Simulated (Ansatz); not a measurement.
**triplet SnO: levels of theory compared**

We compute a comparison of 6 runs (U-revPBE/STO-3G, UBLYP/STO-3G, UPBE/STO-3G, USVWN5/STO-3G, UCCSDT/STO-3G, FCI/STO-3G) of triplet SnO. 

Program for the calculation: Ansatz 0.2.0.

53 further runs of the same task are left out: 19 that didn't finish, 34 set aside as unsound or not needed.

**1. The structure to begin with**

SnO: 2 atoms, total charge 0, spin state triplet. As SMILES of the parent species, `[O]=[Sn]`. The shape is that of a PBE0-D4/def2-TZVP optimisation. That shape belongs to the parent species and isn't relaxed for this state.

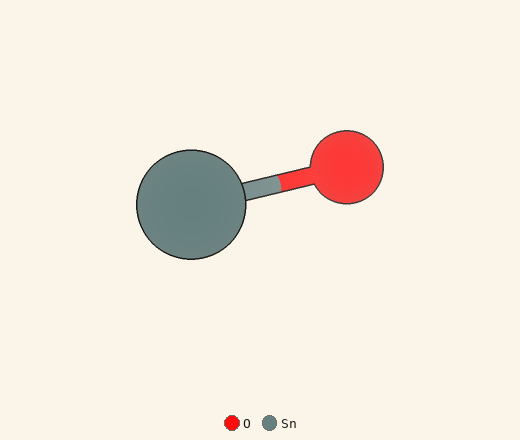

The structure, seen from a chosen angle (oxygen red, tin teal).

**2. A single-point energy at U-revPBE/STO-3G (run 1)**

in.yaml reads:

```yaml
crystal:
  periodic: [false, false, false]
  atoms:
    - symbol: O
      position_ang: [-0.000000, 0.000000, -0.007080]
    - symbol: Sn
      position_ang: [0.000000, -0.000000, 1.810660]
basis:
  gaussian: {orbitals: STO-3G}
total_charge: 0
magnetization: {spin_polarized: true, initial_magnetization: 2}
hamiltonian: {xc: {name: revPBE}}
accuracy: high
```

Run with:

```sh
$ ansatz run in.yaml --threads 1 --pin off --max-ram 3480MiB --events-out events.jsonl --progress --plain --runs-dir runs
```

The program printed:

```text
Warning: RAYON_NUM_THREADS=1 ignored (pool sized by the plan → 1); use --threads N
Functional definition: revPBE
  name "revPBE"
  parameter kappa = 1.245
  parameter beta = 0.06672455060314922
  exchange = pbe_x(kappa = kappa, mu = beta*pi^2/3)
  correlation = pbe_c(beta = beta)
568 factors; integrals over basis functions are off by at most 5.0e-9 eV
mean field evaluation 1: about -164325.5527 eV, gradient 2.1e1 eV
mean field evaluation 2: about -164250.4168 eV, gradient 7.8e1 eV
mean field evaluation 4: about -164329.3569 eV, gradient 9.3e-1 eV
mean field evaluation 8: about -164329.3639 eV, gradient 4.9e-1 eV
mean field evaluation 16: about -164329.3424 eV, gradient 3.9e-8 eV
mean field evaluation 32: about -164328.5781 eV, gradient 4.2e-4 eV
mean field evaluation 64: about -164329.1103 eV, gradient 4.7e0 eV
mean field -164329.34238297 eV, -6038.9919461452 hartree, gradient 1.3e-8 eV, S^2 2.002513; 11 other end points of the search recorded, 0 dependent functions left out
reference -164329.34238485 eV, -6038.9919462144 hartree; 30, 28 occupied and 2, 4 virtual orbitals, 568 factors
Total energy: -164329.34238485 eV, -6038.9919462144 hartree
```

It took 6.6 s on 1 thread of Arm Neoverse V2, shared host; peak memory 0.12 GiB.

**3. The energy at UBLYP/STO-3G (run 2)**

input.yaml reads:

```yaml
crystal:
  periodic: [false, false, false]
  atoms:
    - {symbol: O, position_ang: [-0.000000, 0.000000, -0.007080]}
    - {symbol: Sn, position_ang: [0.000000, -0.000000, 1.810660]}
basis:
  gaussian:
    orbitals: STO-3G
magnetization:
  spin_polarized: true
  initial_magnetization: 2
hamiltonian:
  xc: {name: BLYP}
accuracy: high
```

Run with:

```sh
$ ansatz run input.yaml --threads 1 --pin off --max-ram 3480MiB --events-out events.jsonl --progress --plain --runs-dir runs
```

The program printed (excerpt; [...] marks lines left out):

```text
Warning: RAYON_NUM_THREADS=1 ignored (pool sized by the plan → 1); use --threads N
Functional definition: BLYP
  name "BLYP"
[...]
568 factors; integrals over basis functions are off by at most 5.0e-9 eV
[...]
mean field -164334.90718636 eV, -6039.1964488978 hartree, gradient 2.0e-8 eV, S^2 2.002447; 12 other end points of the search recorded, 0 dependent functions left out
reference -164334.90721672 eV, -6039.1964500137 hartree; 30, 28 occupied and 2, 4 virtual orbitals, 568 factors
Total energy: -164334.90721672 eV, -6039.1964500137 hartree
```

Wall time 7.8 s (1 thread of Arm Neoverse V2, shared host); peak memory 0.12 GiB.

**4. A single-point energy at UPBE/STO-3G (run 3)**

run.yaml reads:

```yaml
basis:
  gaussian:
    orbitals: STO-3G
crystal:
  periodic: [false, false, false]
  atoms:
    - symbol: O
      position_ang: [-0.000000, 0.000000, -0.007080]
    - symbol: Sn
      position_ang: [0.000000, -0.000000, 1.810660]
magnetization:
  spin_polarized: true
  initial_magnetization: 2
hamiltonian:
  xc: pbe
accuracy: high
```

Run with:

```sh
$ ansatz run run.yaml --threads 1 --pin off --max-ram 3480MiB --events-out events.jsonl --progress --plain --runs-dir runs
```

The program printed (excerpt; [...] marks lines left out):

```text
Warning: RAYON_NUM_THREADS=1 ignored (pool sized by the plan → 1); use --threads N
Functional definition: PBE
  name "PBE"
[...]
568 factors; integrals over basis functions are off by at most 5.0e-9 eV
[...]
mean field -164320.52598172 eV, -6038.6679493753 hartree, gradient 1.3e-8 eV, S^2 2.002250; 11 other end points of the search recorded, 0 dependent functions left out
reference -164320.52598323 eV, -6038.6679494309 hartree; 30, 28 occupied and 2, 4 virtual orbitals, 568 factors
Total energy: -164320.52598323 eV, -6038.6679494309 hartree
```

Wall time 7.5 s (1 thread of Arm Neoverse V2, shared host); peak memory 0.12 GiB.

Runs 4 to 5 aren't shown in full; the table further down has their settings and results.

**5. A single-point energy at FCI/STO-3G (run 6)**

input.yaml: that of step 3 with these lines changed.

```diff
@@ -11,4 +11,5 @@
   initial_magnetization: 2
-hamiltonian:
-  xc: {name: BLYP}
 accuracy: high
+correlation:
+  method: fci
+  frozen_orbitals: {O: 1, Sn: 18}
```

Run with:

```sh
$ ansatz run input.yaml --threads 1 --pin off --max-ram 3480MiB --events-out events.jsonl --progress --plain --runs-dir runs
```

The program printed (excerpt; [...] marks lines left out):

```text
Warning: RAYON_NUM_THREADS=1 ignored (pool sized by the plan → 1); use --threads N
Functional definition: HF
  name "HF"
[...]
568 factors; integrals over basis functions are off by at most 5.0e-9 eV
[...]
mean field -164276.24649859 eV, -6037.0407083840 hartree, gradient 5.6e-9 eV, S^2 2.009253; 20 other end points of the search recorded, 0 dependent functions left out
determinant -164276.24649859 eV, -6037.0407083840 hartree, with singles and doubles -164277.51624032 eV, -6037.0873705320 hartree
determinant -164275.88140158 eV, -6037.0272913162 hartree, with singles and doubles -164277.07511171 eV, -6037.0711593544 hartree
determinant -164275.35914528 eV, -6037.0080987514 hartree, with singles and doubles -164277.38444347 eV, -6037.0825270868 hartree
determinant -164275.01630480 eV, -6036.9954995962 hartree, with singles and doubles -164277.19537214 eV, -6037.0755788436 hartree
determinant -164276.24649859 eV, -6037.0407083840 hartree, with singles and doubles -164277.59867842 eV, -6037.0904000762 hartree
determinant -164275.88140158 eV, -6037.0272913162 hartree, with singles and doubles -164277.08807838 eV, -6037.0716358709 hartree
determinant -164275.35914528 eV, -6037.0080987514 hartree, with singles and doubles -164277.53906980 eV, -6037.0882094998 hartree
determinant -164275.01630480 eV, -6036.9954995962 hartree, with singles and doubles -164277.23766451 eV, -6037.0771330597 hartree
19 core orbitals not correlated: weight in the atoms' cores, before any rotation towards them, 1.000 or more for the frozen orbitals, at most 0.000 for the correlated occupied ones
reference -164276.20722014 eV, -6037.0392649276 hartree; 11, 9 occupied and 2, 4 virtual orbitals, 568 factors
state -164277.95971690 eV, -6037.1036679955 hartree
Total energy: -164277.95971690 eV, -6037.1036679955 hartree
```

Run time: 3.9 s. Hardware: 1 thread of Arm Neoverse V2, shared host; peak memory 0.11 GiB.

**6. All runs side by side**

| run | level | frozen core orbitals | energy (Eh) | ⟨S²⟩ | wall time |
| --- | --- | --- | --- | --- | --- |
| 1 | U-revPBE/STO-3G | – | -6038.991946 | 2.003 | 6.6 s |
| 2 | UBLYP/STO-3G | – | -6039.196450 | 2.002 | 7.8 s |
| 3 | UPBE/STO-3G | – | -6038.667949 | 2.002 | 7.5 s |
| 4 | USVWN5/STO-3G | – | -6033.069257 | 2.002 | 3.9 s |
| 5 | UCCSDT/STO-3G | 19 | -6037.103030 | 2.009 | 3.9 s |
| 6 | FCI/STO-3G | 19 | -6037.103668 | – | 3.9 s |

**7. Summary of results**

| quantity | value |
| --- | --- |
| run 6: total energy | -6037.10367 Eh |
| run 6: correlation energy (19 core orbitals frozen) | -64.4 mEh |

In words: Against full CI in this basis: UCCSDT +0.6 mEh. Totals of different functionals can't be ranked against each other. In runs 1, 2, 3, 4, 5, 6 the basis is minimal, so the values are rough. In runs 1, 2, 3, 4, 5, 6 relativity is left out where basis or elements ask for it. All runs together took 34 s, the longest 7.8 s.
